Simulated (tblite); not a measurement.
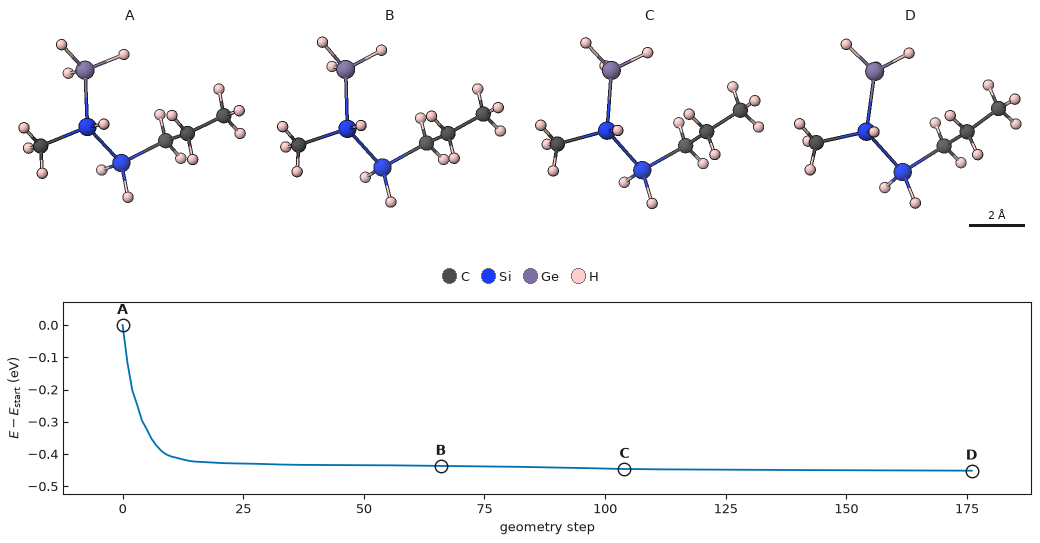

Frames of a relaxation of C4H16GeSi2, marked on the history of the run. The picture is a ball-and-stick view, seen face on.

Method: GFN2-xTB geometry optimisation, gas phase in tblite. 

> What happens along the run?

The atom that moves furthest after the best rigid fit is an H atom (1.09 Å). Largest moves by element: H 1.09 Å, Ge 0.51 Å, C 0.42 Å, Si 0.41 Å. Among the contacts that change: Si–Si 2.244 → 2.330 Å, Ge–H 1.560 → 1.504 Å, Ge–Si 2.315 → 2.360 Å, C–Si 1.873 → 1.905 Å. Among the angles between lasting bonds that change: Si–Ge–H 109.1° → 117.4°, H–Ge–H 109.8° → 102.0°, Si–Ge–H 109.3° → 116.4°. Groups turn about Si–Si by about 25°. After 176 geometry steps the energy has fallen by 0.451 eV. From step 0 to 66: H atoms move most (0.30 Å), energy −0.437 eV. From step 66 to 104: H atoms move most (0.49 Å), energy −0.009 eV. From step 104 to 176: an H atom moves most (0.42 Å), energy −0.005 eV.
